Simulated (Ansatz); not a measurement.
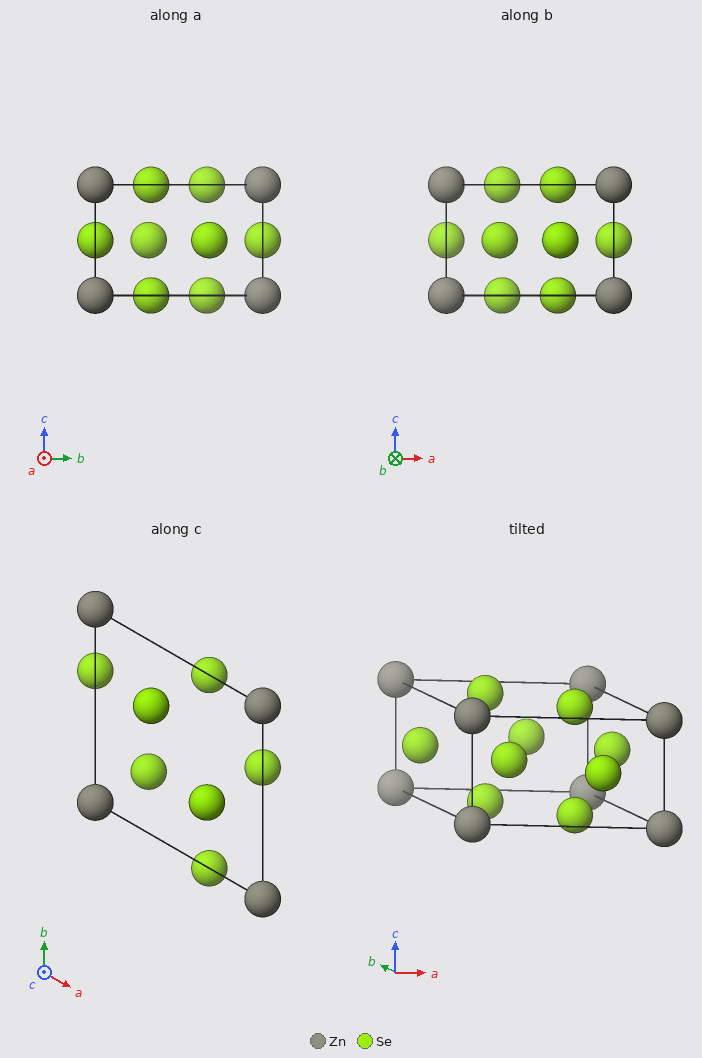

The crystal in a spheres-only representation, seen along the a axis, along the b axis, along the c axis and slightly off an axis. The wireframe shows the conventional unit cell.

Lattice parameters: a = 6.400 Å, b = 6.400 Å, c = 3.665 Å, α = 90.00°, β = 90.00°, γ = 120.00°. Put a along x and b in the xy plane.

Set out the cell and atoms as a POSCAR file, with free fractional coordinates to two decimals.

```
Zn Se
1.0
     6.400    0.000    0.000
    -3.200    5.543    0.000
     0.000    0.000    3.665
Zn Se
1 5
Direct
  0.00 0.00 0.00
  0.68 0.00 0.50
  0.6667 0.3333 0.00
  0.32 0.32 0.50
  0.3333 0.6667 0.00
  0.00 0.68 0.50
```

It goes back to a structure type filled with these elements by a generator (whether the compound takes this form wasn't checked). The picture shows the end point of a geometry optimisation with DFT PBE, scalar-relativistic, plane waves, PAW in Ansatz.
